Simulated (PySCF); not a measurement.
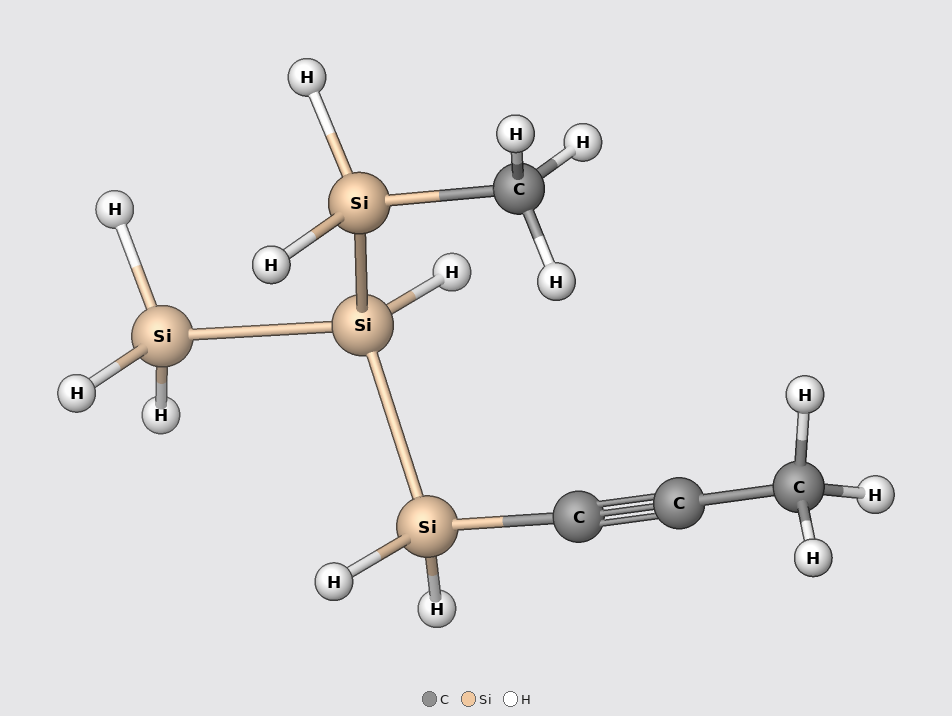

Rendered structure (ball-and-stick style). Multiple sticks mark multiple bonds (one Kekulé form).

Question: Count the atoms of each element.

Answer: C₄H₁₄Si₄, 22 atoms: 4 carbon, 14 hydrogen and 4 silicon.

Question: Does it have rings?

Answer: It has no ring.

Question: Name some functional groups or characteristic bonds that it holds.

Answer: Among them: alkyne, Si–H bond.

Question: Which point group does it belong to?

Answer: C1.

Question: Count the bonded pairs by element.

Answer: 8 Si–H, 6 C–H, 3 Si–Si, 2 C–C, 2 C–Si.

The parts below concern this one geometry. Atoms keep their numbers from picture to picture. The computed structure is the end point of a PBE0-D3(BJ)/def2-SVP optimisation. No frequency run is at hand to confirm it as a minimum.

## Geometry

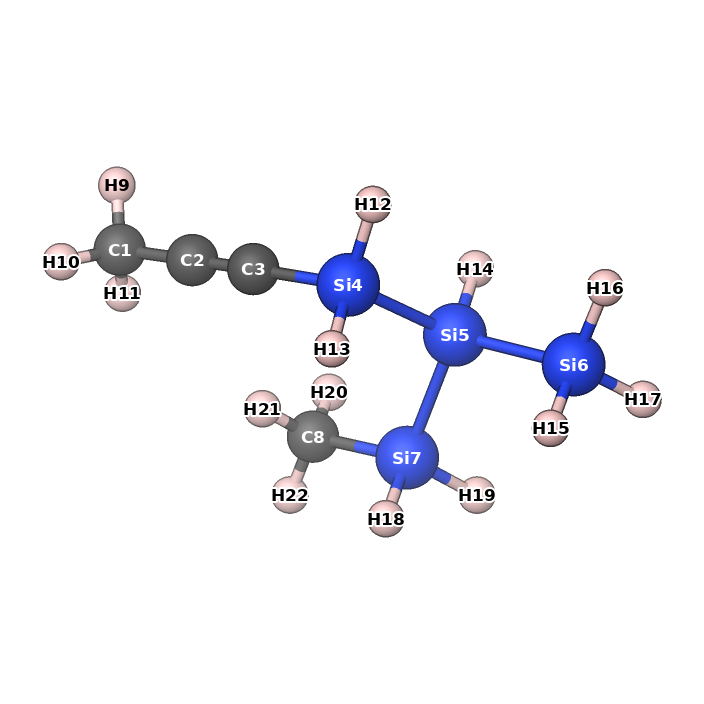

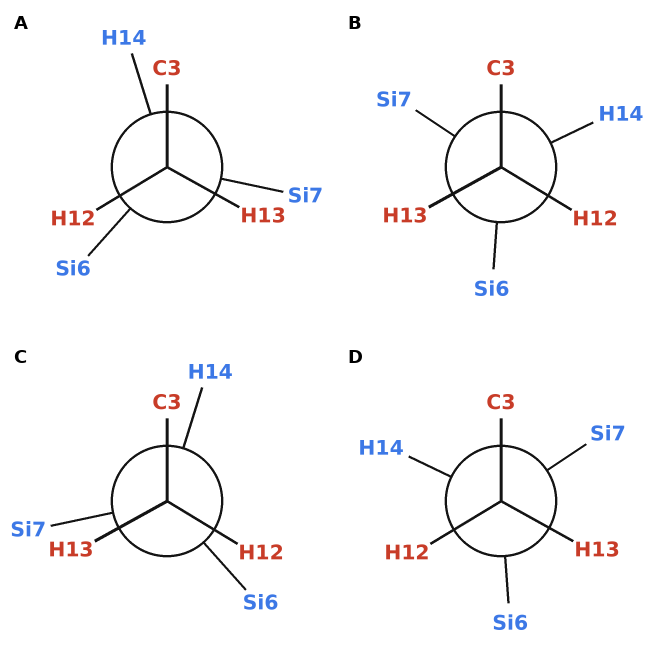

Depth is shown by fading: the farther an atom, the more it takes the colour of the background. Bonds that would overlap in a projection are set slightly apart. No frequency run is at hand to confirm it as a minimum.

Question: Which Newman projection shows the view along Si4–Si5, with Si4 in front?

Answer: B. The torsion angle C3–Si4–Si5–Si6 is −176°, antiperiplanar (anti).

## NMR shielding

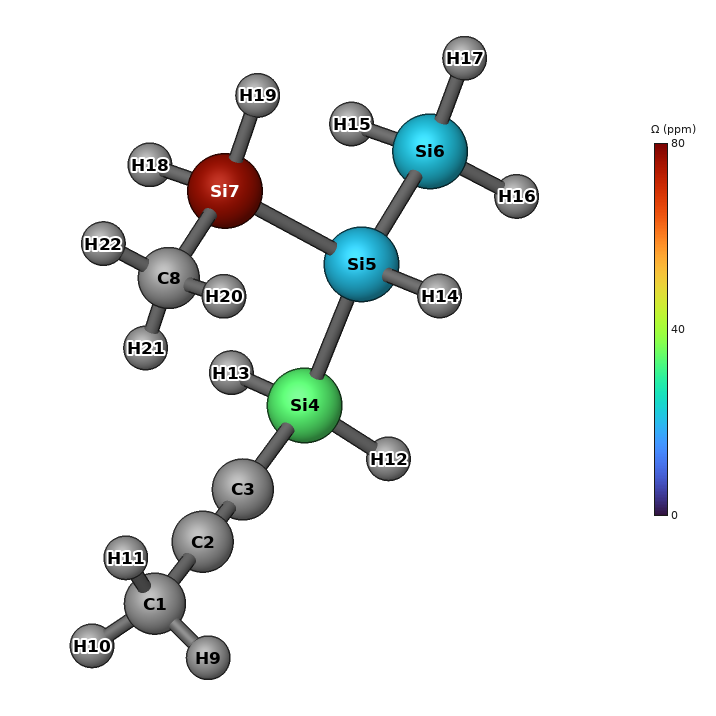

The Si atoms are coloured by the span of their shielding tensor. No frequency run is at hand to confirm it as a minimum. Properties computed with GIAO mPW1PW91/pcSseg-1 NMR shielding, non-relativistic, gas phase (PySCF 2.14.0). Principal shieldings σ11 ≤ σ22 ≤ σ33, span Ω = σ33 − σ11, skew κ = 3(σiso − σ22)/Ω.

Question: Which Si atom has the most anisotropic shielding?

Answer: Si7, with a span of 76 ppm.

Give the shielding tensors of the Si atoms.

```csv
atom,σ11,σ22,σ33,σiso,Ω,κ
Si4,425.2,441.6,458.7,441.8,33.6,0.02
Si5,469.8,473.7,490.7,478.1,20.8,0.63
Si6,444.8,450.8,466.2,453.9,21.5,0.44
Si7,382.4,401.9,458.9,414.4,76.5,0.49
```

Shieldings and span in ppm.

## Excitation

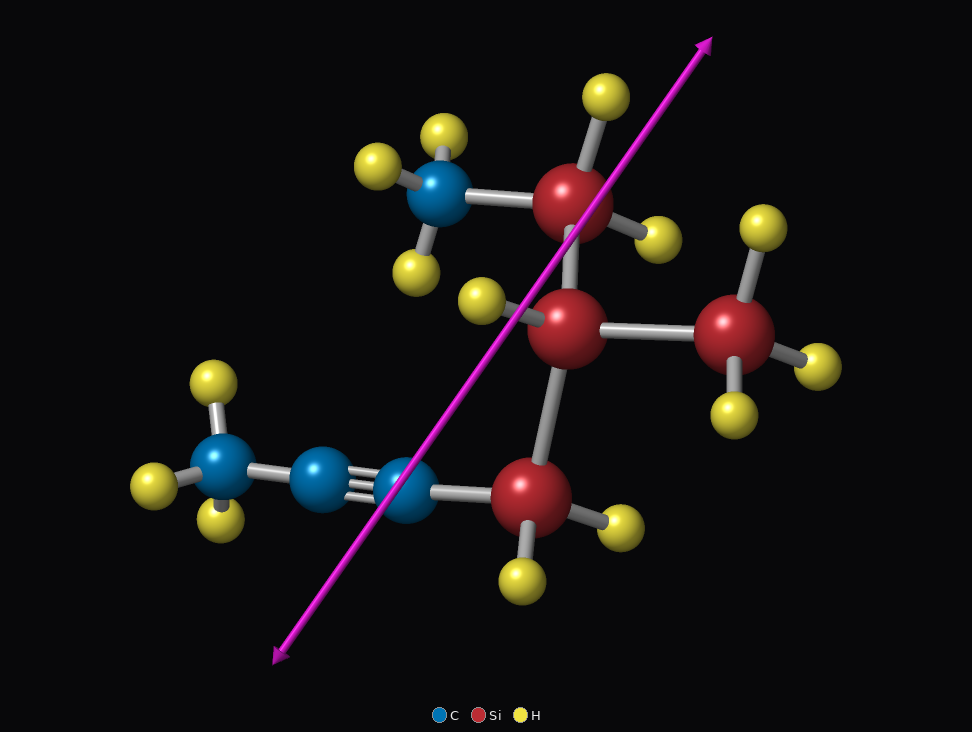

The double arrow shows the direction of the transition dipole to excited singlet state 9 (its length means nothing). No frequency run is at hand to confirm it as a minimum. Properties computed with TDDFT ωB97X-D/def2-SVPD, vertical, gas phase, core orbitals frozen in the response (PySCF 2.14.0).

Question: Where does the transition lie, and how strong is it?

Answer: 7.02 eV (177 nm), oscillator strength 0.26, of mixed character, with the largest part HOMO−1 → LUMO (weight 0.24); transition dipole 3.10 D.

## Core levels

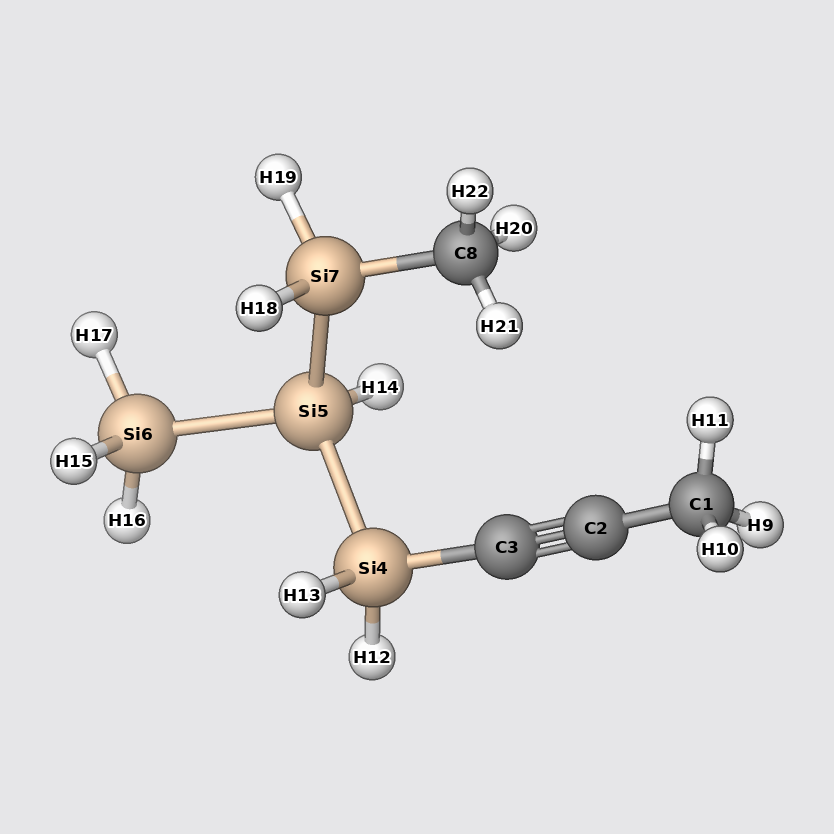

No frequency run is at hand to confirm it as a minimum. Level of theory: delta-SCF UKS SCAN, pcX-2 on the ionised atom, pcseg-1 elsewhere, spin-free X2C (PySCF 2.14.0).

Give the core-electron binding energies (to vacuum; p and d levels without spin–orbit splitting) of C1 1s, C2 1s, C3 1s, Si4 1s, Si4 2p, Si5 1s, Si5 2p, Si6 1s, Si6 2p, Si7 1s, Si7 2p, C8 1s.

| atom | level | binding energy (eV) |
| --- | --- | --- |
| C1 | 1s | 291.6 |
| C2 | 1s | 290.1 |
| C3 | 1s | 289.5 |
| Si4 | 1s | 1846.1 |
| Si4 | 2p | 106.5 |
| Si5 | 1s | 1845.2 |
| Si5 | 2p | 105.8 |
| Si6 | 1s | 1845.9 |
| Si6 | 2p | 106.4 |
| Si7 | 1s | 1845.8 |
| Si7 | 2p | 106.2 |
| C8 | 1s | 290.0 |

## Polarisability

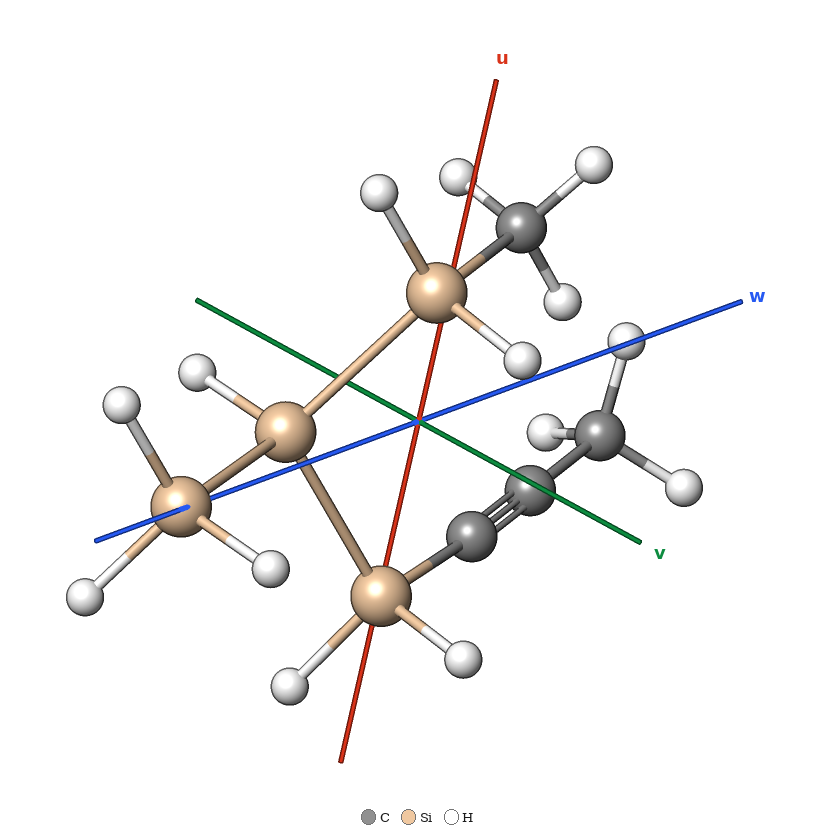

The lines u, v and w are the principal axes of the static dipole polarisability. No frequency run is at hand to confirm it as a minimum. Level of theory: ωB97X-D/def2-SVPD (PySCF 2.14.0).

Question: Along which axis is the molecule most polarisable, and along which least?

Answer: Most along w, least along v.

Question: Give the three principal values.

Answer: u 161.7, v 129.7, w 219.3 bohr³; mean 170.2, anisotropy 78.6 bohr³.
